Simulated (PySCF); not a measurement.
**C2H6O, SMILES `COC`: what the electrons do**

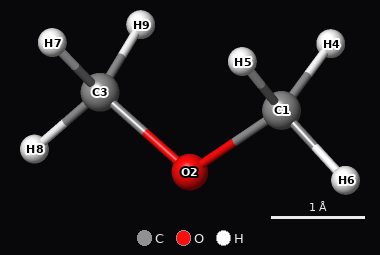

The molecule, with its atoms numbered as below. No frequency check shows the geometry to be a minimum.

Cartesian coordinates (Å):

```
C1      -1.1695    0.1940    0.0006
O2      -0.0000   -0.5820   -0.0000
C3       1.1695    0.1940   -0.0006
H4      -1.2239    0.8324    0.8920
H5      -1.2248    0.8324   -0.8907
H6      -2.0067   -0.5008   -0.0025
H7       1.2239    0.8323   -0.8920
H8       2.0067   -0.5008    0.0025
H9       1.2249    0.8323    0.8907
```

### 1. Bonding charge

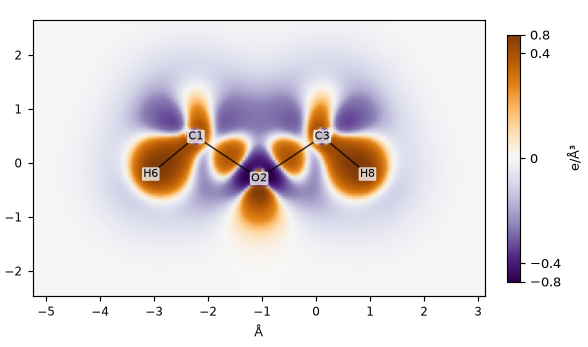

Deformation density (molecule less spherical, spin-averaged free atoms) in the plane of C1, O2, C3, H6 and H8; colour scale in e/Å³, logarithmic beyond ±0.1; orange: gain, purple: loss.

Computed with PySCF, B3LYP/def2-SVPD, geometry: GFN2-xTB.

**How much density has each bond in this plane gained at its critical point, relative to the free atoms?**

C1–H6 and C3–H8: +0.74 e/Å³ at the bond critical point (bond length 1.09 Å). C1–O2 and O2–C3: +0.13 e/Å³ at the bond critical point (bond length 1.40 Å). In all, 1.9 electrons gather in the regions of gain relative to the promolecule. A small or negative value marks a very polar bond, one between electron-rich atoms, whose free-atom densities already overlap strongly, a long bond to a heavier atom, or a closed-shell contact such as a hydrogen bond.

**Where do the Hirshfeld charges lie?**

The highest Hirshfeld charge is on H6 and H8 (+0.05 e), the lowest on O2 (−0.17 e).

### 2. Local ionisation energy

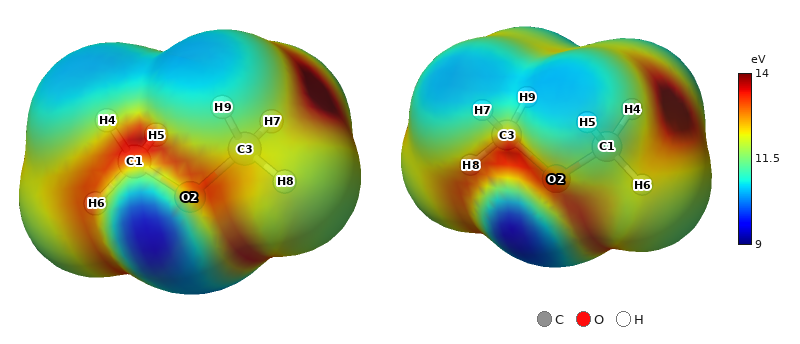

Average local ionisation energy on the surface of electron density 0.001 a.u. (back view left, front view right).

**Where are the most loosely bound electrons on this surface?**

The lowest value is 9.6 eV, 1.8 Å from O2. Further minima include 10.5 eV, 1.4 Å from H9, and at like points elsewhere. For comparison, the highest occupied orbital lies at −7.2 eV.

### 3. In an electric field

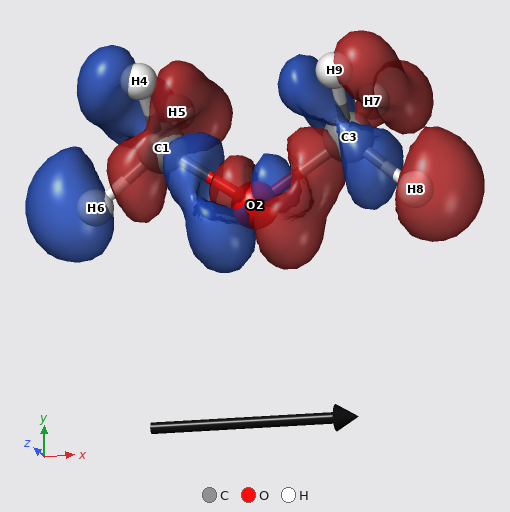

Change of the electron density in a uniform field of 0.21 V/Å along +x (arrow), surfaces at ±0.002 e/Å³ (blue: gain, red: loss).

**How large is the response?**

The induced dipole is 0.38 D (along the field); α along this axis, from the fields in both directions, is 38 bohr³ (5.6 Å³).

**Which atoms gain and lose the most charge?**

Electrons gather most on H6 (Hirshfeld charge changes by −0.007 e) and leave H8 most (+0.007 e); 0.038 electrons are displaced in all.

### 4. Removing or adding an electron

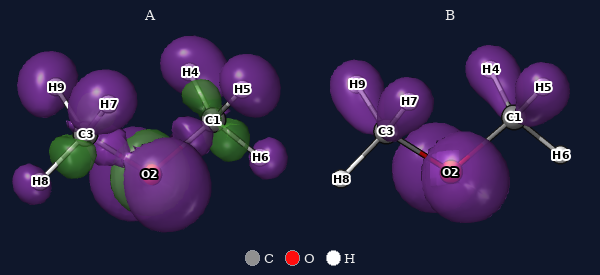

The Fukui function f⁻ from two separate SCF calculations and the density of the HOMO, at ±0.04 e/Å³ (purple positive, green negative).

PySCF calculation, B3LYP/def2-SVPD, gas phase; geometry: GFN2-xTB.

**Which panel is which, and how good is the frozen-orbital picture?**

A is f⁻ (it has negative regions), B the HOMO density. The HOMO lies on O2 (60 %), C1 and C3 (9 % each) and H4, H5, H7 and H9 (5 % each); f⁻ (Hirshfeld-condensed) is largest on O2 (0.34); the vertical ionisation energy is 10.01 eV. Relaxation shifts 27 % of the electron between atoms. The orbital energy is −7.24 eV.
